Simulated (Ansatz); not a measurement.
```xyz
17

C    -1.5938    1.7048    1.8340
C    -0.0066   -0.2362   -0.0579
Si    0.0843    1.2856    1.0745
Si   -0.0809   -1.8545    0.9166
Si    1.3996   -0.2475   -1.3231
H    -1.9843    0.8722    2.4294
H    -1.5117    2.5785    2.4908
H    -2.3309    1.9399    1.0573
H     0.5794    2.4602    0.2985
H     1.0799    1.0205    2.1524
H    -0.9450   -0.1594   -0.6283
H    -1.0166   -1.7535    2.0723
H     1.2656   -2.2002    1.4471
H    -0.5454   -2.9725    0.0503
H     2.7057   -0.0284   -0.6446
H     1.4704   -1.5487   -2.0463
H     1.2055    0.8310   -2.3305
```

Geometry: B3LYP/6-31G*.

The calculation used isolated molecule in a Gaussian basis; Kohn-Sham density functional theory, functional PBE0 (Ansatz 0.2.0).

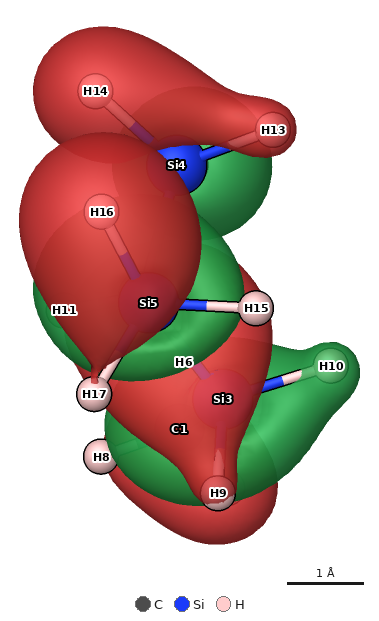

C$_{2}$H$_{12}$Si$_{3}$ (SMILES C[SiH2]C([SiH3])[SiH3]). The HOMO at ±0.06 Å⁻³ᐟ² (green and red are the two phases), seen at an oblique angle.

### Where does this orbital lie, and at what energy?

By Hirshfeld shares it lies mainly on C2 (about 25 %), Si3 (about 15 %), Si5 (about 15 %), C1 (about 15 %), H16 (about 10 %) and Si4 (about 5 %). Its energy is −8.51 eV.
